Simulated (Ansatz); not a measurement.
```yaml
atoms:
  - { symbol: C, position_ang: [0.0000, 0.0000, -1.5339] }
  - { symbol: C, position_ang: [0.0000, 0.0000, -0.3195] }
  - { symbol: F, position_ang: [0.0000, 0.0000, -2.8132] }
  - { symbol: Zn, position_ang: [0.0000, 0.0000, 1.5670] }
  - { symbol: H, position_ang: [0.0000, 0.0000, 3.0995] }
```

Geometry: PBE0-D3(BJ)/pcseg-1.

Computed with isolated molecule in a Gaussian basis; Kohn-Sham density functional theory, functional PBE0 in Ansatz 0.2.0.

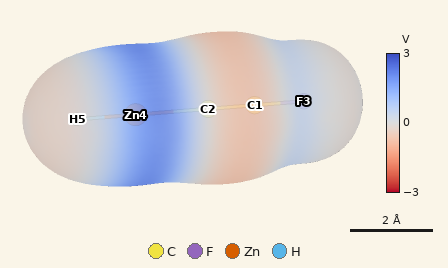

C2HFZn (SMILES FC#[C][ZnH]). The electrostatic potential painted on the density surface at 0.002 e/bohr³, seen at a tilt; the colour scale runs from red (negative) to blue (positive).

> Which sites attract a positive test charge, and which a negative one?

A positive charge is drawn to the negative regions and a negative charge to the positive ones. The most negative region (about −0.7 V) lies over C2, the most positive (about +2.0 V) over Zn4.

> How polar is the molecule by this calculation?

Its dipole moment is 0.52 D.
